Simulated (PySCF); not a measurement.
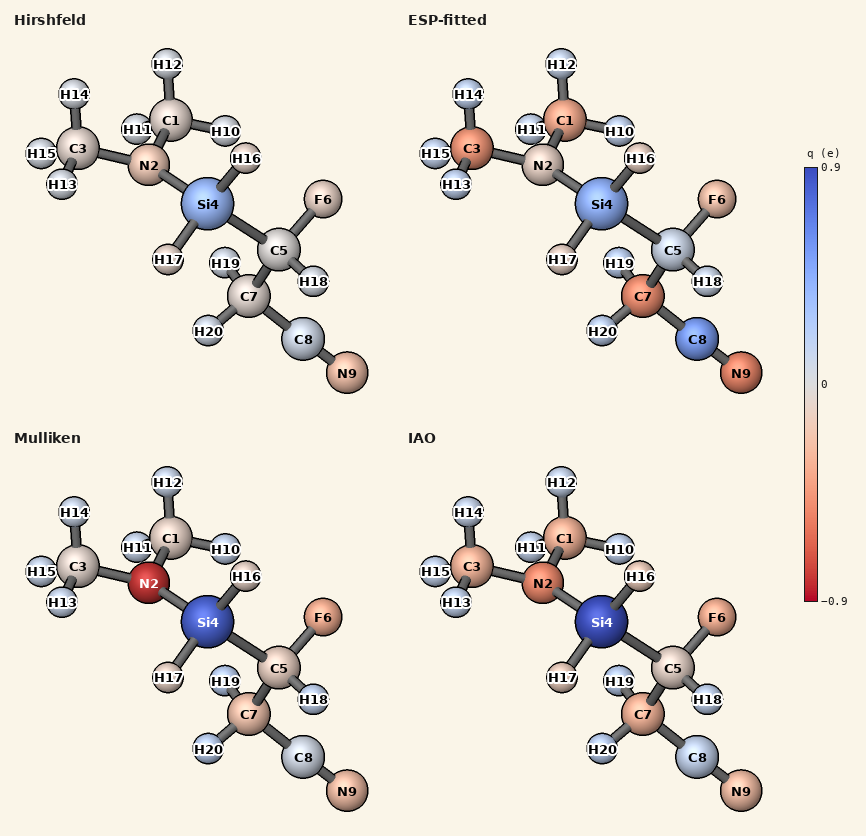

Atomic charges of one calculation by 4 schemes, on one colour scale. The computed structure is the end point of a GFN2-xTB optimisation. No frequency run is at hand to confirm it as a minimum. Level of theory: PBE0/pcSseg-1 (PySCF 2.14.0).

Question. On which atom do the schemes disagree most?

Answer. On N2 (from −0.81 to −0.10 e).

List the charges (e), one line for each set of equivalent atoms.

| atom | Hirshfeld | ESP-fitted | Mulliken | IAO |
| --- | --- | --- | --- | --- |
| C1 | −0.07 | −0.35 | −0.10 | −0.30 |
| N2 | −0.17 | −0.10 | −0.81 | −0.51 |
| C3 | −0.07 | −0.45 | −0.07 | −0.30 |
| Si4 | 0.37 | 0.42 | 0.80 | 0.88 |
| C5 | −0.01 | 0.09 | −0.12 | −0.08 |
| F6 | −0.11 | −0.22 | −0.33 | −0.32 |
| C7 | −0.05 | −0.49 | −0.21 | −0.31 |
| C8 | 0.08 | 0.52 | 0.07 | 0.14 |
| N9 | −0.23 | −0.51 | −0.24 | −0.25 |
| H10 | 0.04 | 0.15 | 0.14 | 0.15 |
| H11 | 0.04 | 0.13 | 0.11 | 0.14 |
| H12 | 0.04 | 0.12 | 0.11 | 0.13 |
| H13 | 0.05 | 0.16 | 0.12 | 0.15 |
| H14 | 0.04 | 0.16 | 0.10 | 0.12 |
| H15 | 0.04 | 0.14 | 0.11 | 0.14 |
| H16 | −0.08 | −0.11 | −0.09 | −0.15 |
| H17 | −0.08 | −0.10 | −0.10 | −0.14 |
| H18 | 0.05 | 0.11 | 0.15 | 0.15 |
| H19 | 0.07 | 0.18 | 0.19 | 0.19 |
| H20 | 0.07 | 0.17 | 0.18 | 0.18 |

The geometry is semi-empirical. Around Si such bond lengths and angles can be off by a tenth of an ångström or more and by several degrees, and values that hang on the shape move with them.
